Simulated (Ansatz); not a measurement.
## Electronic structure of ClHOSi₂ in real space

The calculation's input:

```
crystal:
  periodic: [false, false, false]
  atoms:
    - { symbol: O, position_ang: [-0.35062, 1.74605, 0.01389] }
    - { symbol: Si, position_ang: [-0.73917, 0.29561, 0.67841] }
    - { symbol: Si, position_ang: [-2.54311, 0.84378, 2.00058] }
    - { symbol: Cl, position_ang: [-2.51587, -0.85712, 3.27586] }
    - { symbol: H, position_ang: [0.39186, 2.00501, -0.53135] }
basis:
  gaussian: { orbitals: def2-SVP }
hamiltonian:
  xc: pbe
  dispersion: d4
relax:
  f_tol: 0.015
  max_steps: 40
output:
  orbitals: {}
```

Run with:

```sh
ansatz run input.yaml --threads 1 --pin off --max-ram 2048MiB --backend cpu --events-out ev --progress --plain --runs-dir out
```

The fields are those of the relaxed geometry.

Level of theory: Ansatz, RKS PBE-D4/def2-SVP.

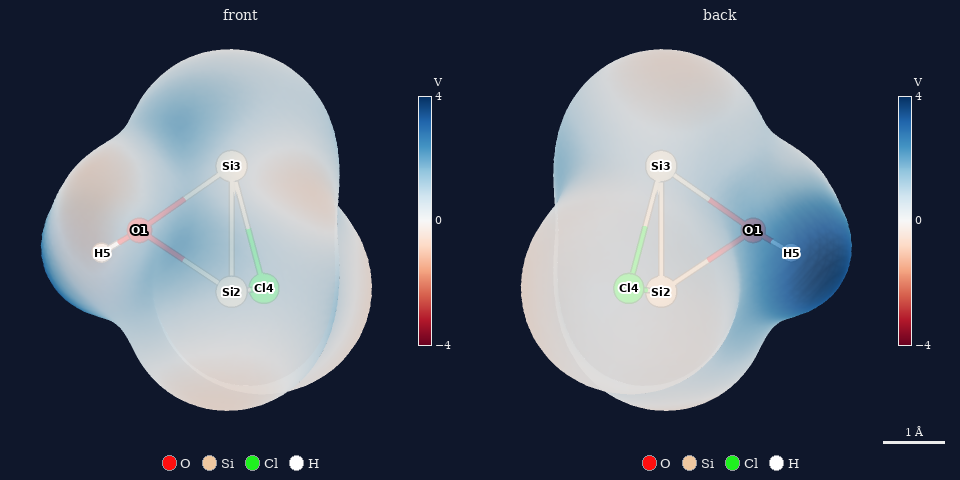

Figure 1. The molecular electrostatic potential painted on the density surface at 0.004 e/bohr³, seen from the front and from behind; the colour scale runs from red (negative) to blue (positive).

Where is the surface potential most negative and most positive?

The most negative region (about −0.6 V) lies over O1, the most positive (about +3.8 V) over H5.

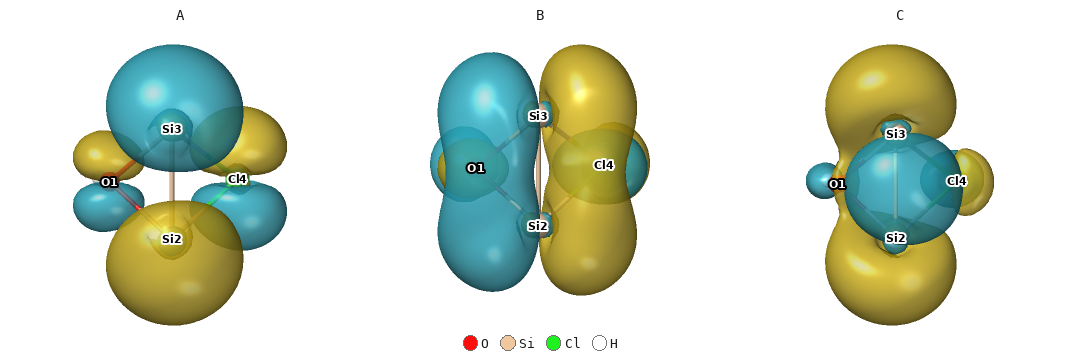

Figure 2. Three frontier orbitals at ±0.08 Å⁻³ᐟ² (yellow and cyan are the two phases), in no order.

Order the three orbitals by energy and name them.

A is the HOMO−1 (−6.71 eV). By Hirshfeld shares it lies mainly on Si2 (about 35 %), Si3 (about 35 %), Cl4 (about 25 %) and O1 (about 10 %). C is the HOMO (−4.84 eV). It lies mainly on Si2 (about 45 %), Si3 (about 45 %) and Cl4 (about 5 %). B is the LUMO (−2.23 eV). Its weight (Hirshfeld) is mainly on Si2 (about 40 %), Si3 (about 40 %), Cl4 (about 15 %) and O1 (about 5 %); π-bonding across Si2–Si3.

What is the HOMO–LUMO gap?

2.61 eV between the orbital energies.

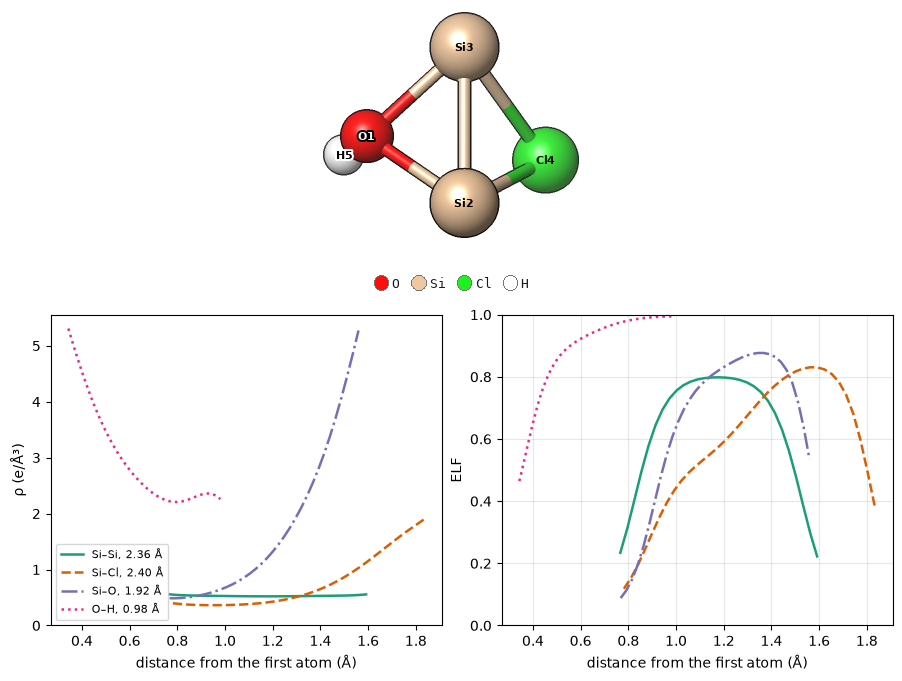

Figure 3. Total electron density and electron localisation function along straight lines between neighbouring atoms. The curves leave out the atomic cores. The structure is drawn too.

What can be read from the curves?

Si–Si (2.36 Å): ρ at the midpoint is about 0.52 e/Å³; the ELF peaks at about 0.80 between the atoms: a covalent bond.
Si–Cl (2.40 Å): ρ is about 0.43 e/Å³ halfway, with its minimum of 0.36 e/Å³ about 1.0 Å from Si; the ELF peaks at about 0.85 in the valence shell of Cl, 0.8 Å from its nucleus, and is about 0.60 at the midpoint.
Si–O (1.92 Å): the density is about 0.61 e/Å³ at the midpoint, with its minimum of 0.49 e/Å³ about 0.8 Å from Si; the ELF peaks at about 0.90 in the valence shell of O, 0.6 Å from its nucleus, and is about 0.55 at the midpoint.
O–H (0.98 Å): ρ is about 3.6 e/Å³ halfway; the ELF climbs to about 1 towards the hydrogen, as it does in any bond to H (an ordinary covalent bond to hydrogen).
